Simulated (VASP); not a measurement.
# What spin-orbit coupling changes in BiPt, part 2 of 4

Aim: run bands, DOS and a relaxation of BiPt twice, without and with spin-orbit coupling. All runs use PBEsol. The start is a cell from a database of measured crystal structures.

VASP 6.6.1, plane waves and PAW; the level of theory is named at each step.

Still holding for the runs below: The k-mesh is coarse for a metal.

So far. Step 2 (Reference run): The pressure is 2.58 GPa and the largest force 0.000 eV/Å, so the cell is not at a minimum at these settings. Step 3 (Bands along the symmetry lines (PBEsol)): There is no gap at this level.

The database entry behind the starting cell differs from later determinations by our own check (0.1 to 0.3 % short, probably kX units), so it need not match the best structure at ambient conditions.

### 4. Band structure (PBEsol + SOC)

This step: PBEsol, spin-orbit coupling; plane waves and PAW (Bi_d, Pt) (VASP 6.6.1).

Levels along the symmetry lines show where the bands peak and cross; KPOINTS_OPT computes them in the converged potential. Spin-orbit coupling needs spinors and the noncollinear program, where each band holds one electron.

The input, INCAR:

```
SYSTEM = BiPt
PREC = Accurate
ENCUT = 400
EDIFF = 1E-06
NELM = 100
ISMEAR = -1
SIGMA = 0.05
LREAL = .FALSE.
ALGO = Normal
GGA = PS
LNONCOLLINEAR = .TRUE.
MAGMOM = 0 0 0 0 0 0 0 0 0 0 0 0
NBANDS = 62
GGA_COMPAT = .FALSE.
LASPH = .TRUE.
LSORBIT = .TRUE.
LMAXMIX = 4
LORBIT = 11
LWAVE = .FALSE.
LCHARG = .FALSE.
KPAR = 4
```

The input, POSCAR:

```
BiPt
1.0
    4.3150000000      0.0000000000      0.0000000000
   -2.1575000000      3.7368996173      0.0000000000
    0.0000000000      0.0000000000      5.4900000000
Bi Pt
2 2
Direct
    0.3333333333      0.6666666667      0.2500000000
    0.6666666667      0.3333333333      0.7500000000
    0.0000000000      0.0000000000      0.0000000000
    0.0000000000      0.0000000000      0.5000000000
```

The input, KPOINTS:

```
Automatic mesh
0
Gamma
7 7 5
0 0 0
```

The input, KPOINTS_OPT:

```
Line mode
16
Line-mode
Reciprocal
  0.00000000   0.00000000   0.00000000 GAMMA
  0.50000000   0.00000000   0.00000000 M

  0.50000000   0.00000000   0.00000000 M
  0.33333333   0.33333333   0.00000000 K

  0.33333333   0.33333333   0.00000000 K
  0.00000000   0.00000000   0.00000000 GAMMA

  0.00000000   0.00000000   0.00000000 GAMMA
  0.00000000   0.00000000   0.50000000 A

  0.00000000   0.00000000   0.50000000 A
  0.50000000   0.00000000   0.50000000 L

  0.50000000   0.00000000   0.50000000 L
  0.33333333   0.33333333   0.50000000 H

  0.33333333   0.33333333   0.50000000 H
  0.00000000   0.00000000   0.50000000 A

  0.50000000   0.00000000   0.50000000 L
  0.50000000   0.00000000   0.00000000 M

  0.33333333   0.33333333   0.00000000 K
  0.33333333   0.33333333   0.50000000 H
```

The projector-augmented-wave data sets are Bi_d and Pt (PBE family, release 64).

Run with:

```
$ mpirun -np 4 vasp_ncl
```

The program printed:

```text
[... set-up lines as in an earlier step ...]
 entering main loop
       N       E                     dE             d eps       ncg     rms          rms(c)
DAV:   1     0.558003435876E+03    0.55800E+03   -0.20765E+04  2990   0.166E+03
DAV:   2     0.523359450264E+02   -0.50567E+03   -0.48813E+03  3040   0.497E+02
DAV:   3    -0.214921171578E+02   -0.73828E+02   -0.70033E+02  3286   0.195E+02
DAV:   4    -0.258657094649E+02   -0.43736E+01   -0.42584E+01  3562   0.474E+01
DAV:   5    -0.260504143313E+02   -0.18470E+00   -0.18437E+00  3950   0.980E+00    0.126E+01
DAV:   6    -0.256518224592E+02    0.39859E+00   -0.14353E+00  3422   0.783E+00    0.690E+00
DAV:   7    -0.255625911208E+02    0.89231E-01   -0.17091E-01  3530   0.385E+00    0.359E+00
DAV:   8    -0.255418849366E+02    0.20706E-01   -0.54950E-02  3626   0.152E+00    0.112E+00
DAV:   9    -0.255408064932E+02    0.10784E-02   -0.62952E-03  4146   0.630E-01    0.237E-01
DAV:  10    -0.255406347908E+02    0.17170E-03   -0.23184E-03  3960   0.501E-01    0.795E-02
DAV:  11    -0.255405922435E+02    0.42547E-04   -0.13955E-04  3922   0.145E-01    0.236E-02
DAV:  12    -0.255405946826E+02   -0.24391E-05   -0.20829E-05  3712   0.409E-02    0.137E-02
DAV:  13    -0.255405971477E+02   -0.24651E-05   -0.31581E-06  2852   0.165E-02    0.234E-03
DAV:  14    -0.255405972760E+02   -0.12825E-06   -0.44103E-07  1916   0.640E-03
   1 F= -.25540597E+02 E0= -.25528958E+02  d E =-.232783E-01  mag=     0.0000     0.0000    -0.0000
 Start KPOINTS_OPT (optional k-point list driver)
k-point batch [1-24\144]
       N       E                     dE             ncg
DAV:   1     0.110290645502E+05   -0.64409E+04     3004
DAV:   2    -0.108993986395E+04   -0.12119E+05     3080
DAV:   3    -0.284997059361E+04   -0.17600E+04     3314
DAV:   4    -0.295307030414E+04   -0.10310E+03     3568
DAV:   5    -0.295786212120E+04   -0.47918E+01     4000
DAV:   6    -0.295803205200E+04   -0.16993E+00     4340
DAV:   7    -0.295803582882E+04   -0.37768E-02     4264
DAV:   8    -0.295803589945E+04   -0.70630E-04     4476
DAV:   9    -0.295803590092E+04   -0.14711E-05     2416
DAV:  10    -0.295803590113E+04   -0.20269E-06     2172
[...]
k-point batch [121-144\144]
       N       E                     dE             ncg
DAV:   1     0.109018816676E+05   -0.20656E+05     3008
DAV:   2    -0.128910058467E+04   -0.12191E+05     3136
DAV:   3    -0.296524471075E+04   -0.16761E+04     3240
DAV:   4    -0.305651637470E+04   -0.91272E+02     3522
DAV:   5    -0.306057681616E+04   -0.40604E+01     3926
DAV:   6    -0.306071408963E+04   -0.13727E+00     4380
DAV:   7    -0.306071599896E+04   -0.19093E-02     4210
DAV:   8    -0.306071605173E+04   -0.52764E-04     4500
DAV:   9    -0.306071605254E+04   -0.81831E-06     2124
```

Run time: 98 s. Hardware: 4 MPI ranks of Intel Xeon 6975P-C (Granite Rapids), shared host; peak memory 1.7 GiB; 6.5 min of CPU time.

From OUTCAR (step 4):

```text
 Found     24 irreducible k-points:

   k-points           NKPTS =     24   k-points in BZ     NKDIM =     24   number of bands    NBANDS=     62

   NELECT =      50.0000    total number of electrons

 E-fermi :   9.2975

 k-point     1 :       0.0000    0.0000    0.0000
  band No.  band energies     occupation
    ...
     42       7.3438      1.00000
     43       7.8900      1.00000
     44       7.8900      1.00000
     45       8.3174      1.00000
     46       8.3174      1.00000
     47      10.4069      0.00000
     48      10.4069      0.00000
     49      10.4085      0.00000
     50      10.4085      0.00000
     51      11.2985      0.00000
    ...

 k-point     2 :       0.1429   -0.0000    0.0000
  band No.  band energies     occupation
    ...
     44       7.6202      1.00000
     45       7.9472      1.00000
     46       7.9472      1.00000
     47       9.1281      0.96731
     48       9.1281      0.96731
     49      10.2215      0.00000
     50      10.2215      0.00000
     51      10.7966      0.00000
     52      10.7966      0.00000
     53      11.9271      0.00000
    ...

  Total        1.6563022      1.6563022      1.1380418      0.0000000      0.0000000      0.0000000
  in kB       29.9768219     29.9768219     20.5970117      0.0000000      0.0000000      0.0000000
  external PRESSURE =      26.8502185 kB  Pullay stress =       0.0000000 kB

 POSITION                                       TOTAL-FORCE (eV/Angst)
 -----------------------------------------------------------------------------------
     -0.00000      2.49127      1.37250        -0.000000     -0.000000      0.000000
      2.15750      1.24563      4.11750         0.000000      0.000000      0.000000
      0.00000      0.00000      0.00000         0.000000      0.000000      0.000000
      0.00000      0.00000      2.74500        -0.000000      0.000000      0.000000
 -----------------------------------------------------------------------------------
    total drift:                               -0.000000      0.000000     -0.000000

  FREE ENERGIE OF THE ION-ELECTRON SYSTEM (eV)
  ---------------------------------------------------
  free  energy   TOTEN  =       -25.5405972760 eV

  energy  without entropy=      -25.5173189847  energy(sigma->0) =      -25.52895813

 Spin-Orbit-Coupling matrix elements
 Ion:    1  E_soc:     -1.4028634
 Ion:    2  E_soc:     -1.4028634
 Ion:    3  E_soc:     -0.6359782
 Ion:    4  E_soc:     -0.6359782

 total charge
# of ion       s       p       d       tot
------------------------------------------
    1        1.489   1.349   9.979  12.817
    2        1.489   1.349   9.979  12.817
    3        0.675   0.502   8.184   9.361
    4        0.675   0.502   8.184   9.361
--------------------------------------------------
tot          4.328   3.702  36.326  44.356

 magnetization (x)
# of ion       s       p       d       tot
------------------------------------------
    1        0.000  -0.000  -0.000  -0.000
    2        0.000   0.000  -0.000   0.000
    3        0.000   0.000   0.000   0.000
    4        0.000   0.000   0.000   0.000
--------------------------------------------------
tot          0.000   0.000  -0.000   0.000

 magnetization (y)
# of ion       s       p       d       tot
------------------------------------------
    1       -0.000   0.000  -0.000  -0.000
    2        0.000   0.000  -0.000  -0.000
    3        0.000  -0.000   0.000  -0.000
    4        0.000   0.000   0.000   0.000
--------------------------------------------------
tot          0.000  -0.000  -0.000  -0.000

 magnetization (z)
# of ion       s       p       d       tot
------------------------------------------
    1        0.000   0.000   0.000   0.000
    2        0.000   0.000   0.000   0.000
    3        0.000   0.000  -0.000   0.000
    4       -0.000   0.000   0.000  -0.000
--------------------------------------------------
tot         -0.000   0.000  -0.000  -0.000

[... 8 parts as in an earlier step ...]

[... 5 further parts left out ...]
```

At this level the cell is under a pressure of 2.7 GPa, so at these settings it is away from equilibrium.

Numbers from this step:

| Quantity | Value |
| --- | --- |
| SCF cycles | 14 |
| bands | 62 |
| free energy (TOTEN) | -25.54 eV |
| energy at zero smearing | -25.53 eV |
| Fermi energy | 9.297 eV |
| pressure | 2.685 GPa |

On-site spin-orbit energy by atom:

```tsv
atom	on-site spin-orbit energy (eV)
Bi1	-1.40
Bi2	-1.40
Pt3	-0.64
Pt4	-0.64
```

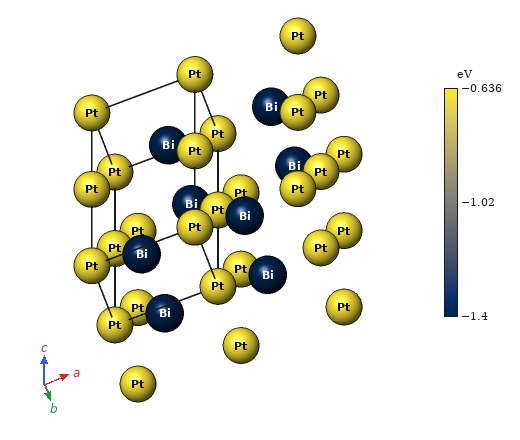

Atoms coloured by on-site spin-orbit energy. 2×2×1 cells are drawn. Some periodic images of atoms are drawn too.

Electronic bands along the path, in eV, zero at the Fermi level; # counts the bands kept, so #1 is VASP's band 25:

```tsv
point	#23	#24	#25	#26	#27	#28	#29	#30
Γ	1.11	1.11	1.11	1.11	2.00	2.00	2.23	2.23
M	-1.88	-1.88	-1.52	-1.52	-1.08	-1.08	2.21	2.21
K	-1.40	-1.40	-0.33	-0.33	-0.14	-0.14	0.43	0.43
Γ	1.11	1.11	1.11	1.11	2.00	2.00	2.23	2.23
A	-1.62	-1.62	1.88	1.88	1.88	1.88	3.07	3.07
L	-2.39	-2.39	0.58	0.58	0.58	0.58	1.36	1.36
H	-1.78	-1.78	-1.51	-1.51	-1.29	-1.29	4.22	4.22
A	-1.62	-1.62	1.88	1.88	1.88	1.88	3.07	3.07
jump to L	-2.39	-2.39	0.58	0.58	0.58	0.58	1.36	1.36
M	-1.88	-1.88	-1.52	-1.52	-1.08	-1.08	2.21	2.21
jump to K	-1.40	-1.40	-0.33	-0.33	-0.14	-0.14	0.43	0.43
H	-1.78	-1.78	-1.51	-1.51	-1.29	-1.29	4.22	4.22
```

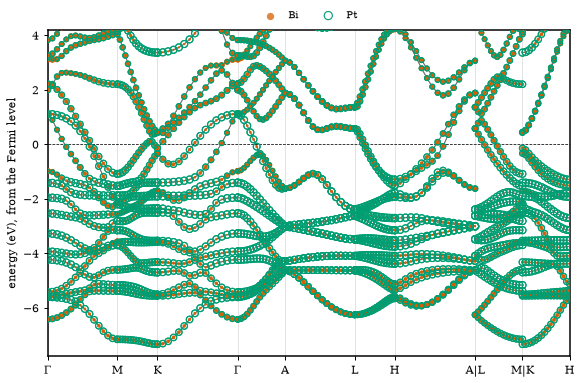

Electronic bands along the path; dots are coloured as in the legend, and their area grows with the weight.

There is no gap at this level. Without the coupling there was no gap either. The run took 4.3 times the core time, with 62 spinor bands against 39.

### 5. Total and projected DOS (PBEsol)

This step: PBEsol; plane waves and PAW (Bi_d, Pt) (VASP 6.6.1).

Here the states are counted by energy and projected on the atoms.

The input, INCAR:

```
SYSTEM = BiPt
PREC = Accurate
ENCUT = 400
EDIFF = 1E-06
NELM = 100
ISMEAR = -5
SIGMA = 0.05
LREAL = .FALSE.
ALGO = Normal
GGA = PS
NBANDS = 39
LASPH = .TRUE.
LORBIT = 11
LWAVE = .FALSE.
LCHARG = .FALSE.
KPAR = 4
NEDOS = 2001
```

POSCAR is that of step 4.

KPOINTS is that of step 4.

Run with:

```
$ mpirun -np 4 vasp_std
```

The program printed:

```text
[... set-up lines as in an earlier step ...]
 entering main loop
       N       E                     dE             d eps       ncg     rms          rms(c)
DAV:   1     0.497629098410E+03    0.49763E+03   -0.20680E+04  1893   0.130E+03
DAV:   2     0.285018167036E+02   -0.46913E+03   -0.44213E+03  1893   0.403E+02
DAV:   3    -0.221796478937E+02   -0.50681E+02   -0.49068E+02  2105   0.135E+02
DAV:   4    -0.239797324485E+02   -0.18001E+01   -0.17947E+01  2199   0.265E+01
DAV:   5    -0.240608527644E+02   -0.81120E-01   -0.81001E-01  2649   0.545E+00    0.109E+01
DAV:   6    -0.236795102802E+02    0.38134E+00   -0.80314E-01  2145   0.566E+00    0.560E+00
DAV:   7    -0.235876475054E+02    0.91863E-01   -0.10184E-01  2498   0.311E+00    0.255E+00
DAV:   8    -0.235687554384E+02    0.18892E-01   -0.61296E-02  2337   0.139E+00    0.370E-01
DAV:   9    -0.235679727118E+02    0.78273E-03   -0.63828E-03  2489   0.765E-01    0.960E-02
DAV:  10    -0.235678265571E+02    0.14615E-03   -0.40797E-04  2559   0.216E-01    0.337E-02
DAV:  11    -0.235678244271E+02    0.21300E-05   -0.40941E-05  2344   0.367E-02    0.598E-03
DAV:  12    -0.235678276523E+02   -0.32252E-05   -0.33457E-06  1940   0.138E-02    0.322E-03
DAV:  13    -0.235678278197E+02   -0.16740E-06   -0.44905E-07  1561   0.382E-03
   1 F= -.23567828E+02 E0= -.23567828E+02  d E =0.000000E+00
 -----------------------------------------------------------------------------
|                                                                             |
|           W    W    AA    RRRRR   N    N  II  N    N   GGGG   !!!           |
|           W    W   A  A   R    R  NN   N  II  NN   N  G    G  !!!           |
|           W    W  A    A  R    R  N N  N  II  N N  N  G       !!!           |
|           W WW W  AAAAAA  RRRRR   N  N N  II  N  N N  G  GGG   !            |
|           WW  WW  A    A  R   R   N   NN  II  N   NN  G    G                |
|           W    W  A    A  R    R  N    N  II  N    N   GGGG   !!!           |
|                                                                             |
|     Tetrahedron method does not include variations of the Fermi             |
|     occupations, so forces and stress will be inaccurate. We suggest        |
|     using a different smearing scheme ISMEAR = 1 or 2 for metals in         |
|     relaxations.                                                            |
|                                                                             |
 -----------------------------------------------------------------------------
```

Wall time 6.8 s (4 MPI ranks); peak memory 0.76 GiB; 25 s of CPU time.

OUTCAR, selected parts (step 5):

```text
   NELECT =      50.0000    total number of electrons

 E-fermi :   9.3174

 k-point     1 :       0.0000    0.0000    0.0000
  band No.  band energies     occupation
    ...
     19       6.3679      2.00000
     20       6.3679      2.00000
     21       7.6494      2.00000
     22       7.6494      2.00000
     23       9.6138      1.71224
     24       9.6138     -0.09813
     25      10.4309      0.00000
     26      11.2777      0.00000
     27      11.5854      0.00000
     28      12.2296      0.00000
    ...

  Total        1.4634906      1.4634906      1.1860375      0.0000000      0.0000000     -0.0000000
  in kB       26.4871939     26.4871939     21.4656696      0.0000000      0.0000000     -0.0000000
  external PRESSURE =      24.8133525 kB  Pullay stress =       0.0000000 kB

 POSITION                                       TOTAL-FORCE (eV/Angst)
 -----------------------------------------------------------------------------------
     -0.00000      2.49127      1.37250         0.000000     -0.000000      0.000000
      2.15750      1.24563      4.11750        -0.000000      0.000000      0.000000
      0.00000      0.00000      0.00000        -0.000000      0.000000      0.000000
      0.00000      0.00000      2.74500        -0.000000      0.000000      0.000000
 -----------------------------------------------------------------------------------
    total drift:                               -0.000000      0.000000     -0.000000

  FREE ENERGIE OF THE ION-ELECTRON SYSTEM (eV)
  ---------------------------------------------------
  free  energy   TOTEN  =       -23.5678278197 eV

  energy  without entropy=      -23.5678278197  energy(sigma->0) =      -23.56782782

[... 9 parts as in an earlier step ...]

[... 8 further parts left out ...]
```

At this level the cell is under a pressure of 2.5 GPa, so at these settings it is away from equilibrium. With tetrahedra the forces and stress of a metal are not exact derivatives of the energy.

Numbers from this step:

```yaml
scf_cycles: 13
bands: 39
free_energy_toten: -23.57 eV
fermi_energy: 9.317 eV
pressure: 2.481 GPa
dos_at_the_fermi_level: 2.253 states/eV/cell
```

The density of states has structure finer than the step of the table below, so its rows give means over 1 eV, whole bins alone (the curve runs from -12.0 to 5.18 eV). Peaks (eV: height): total -4.1: 7.72, -3.5: 8.11, -3.0: 13.8, -2.8: 8.52; Pt d -4.1: 5.07, -3.5: 5.42, -3.0: 10.4, -2.8: 6.97; Bi p -5.3: 1.00, -4.7: 0.912, -4.1: 0.948, 4.6: 1.08; Pt p -3.5: 0.330, -3.0: 0.393, -2.7: 0.252, 1.5: 0.260; Pt s -6.0: 0.396, -5.5: 0.399, -3.0: 0.346, 4.6: 0.769.

States under -12.0 eV and over 5.2 eV are left out. Table of density of states by energy, zero at the Fermi level; means over each step; values in states/eV/cell:

```tsv
energy (eV)	total	Pt d	Bi p	Pt p	Pt s	Bi s
-11	2.11	0.141	0.00678	0.0534	0.0352	1.45
-10	0.0227	6.9e-4	7.2e-5	8.6e-4	2.3e-4	0.0166
-9	0	0	0	0	0	0
-8	0	0	0	0	0	0
-7	0.530	0.116	0.0819	0.0102	0.166	0.0138
-6	1.90	0.509	0.366	0.0639	0.338	0.0362
-5	4.59	2.56	0.672	0.118	0.199	0.0234
-4	4.67	3.04	0.512	0.146	0.0903	0.0284
-3	6.96	5.26	0.341	0.191	0.137	0.0388
-2	4.03	3.10	0.187	0.117	0.101	0.0687
-1	2.39	1.23	0.324	0.150	0.119	0.106
0	2.05	0.816	0.400	0.174	0.0571	0.114
1	1.37	0.401	0.347	0.145	0.0407	0.0561
2	1.70	0.407	0.458	0.149	0.0853	0.0768
3	1.62	0.323	0.497	0.128	0.0724	0.0569
4	2.01	0.351	0.492	0.0841	0.314	0.0312
```

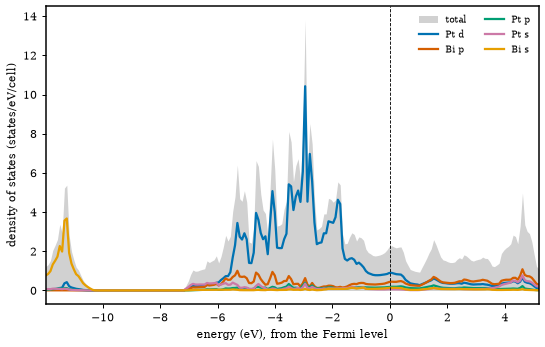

Density of states against energy.

Of the states within 0.3 eV of the Fermi level, the largest shares in the PAW spheres are Pt d 40 %, Bi p 19 % and Pt p 8 %. The rest lies in smaller channels or between the spheres.

(Continued in part 3 of 4.)

[Lines on the potential files, build, host, timing and source positions are cut from VASP's logs without a mark.]

[Logs are printed without paths, hosts, clocks, repeated set-up lines and the standing remarks that a program may print on its own settings, such as how far it seeks lower states.]

[Hosts, paths, dates, database ids (printed as entryN), source tags and the programs' standing remarks are cut or masked in the printed files.]

[A measured line is paired with the nearest computed mode of its activity, which favours agreement.]

[In band tables of VASP the shares of atoms and orbitals are scaled to a sum of 1 inside the atoms' spheres.]
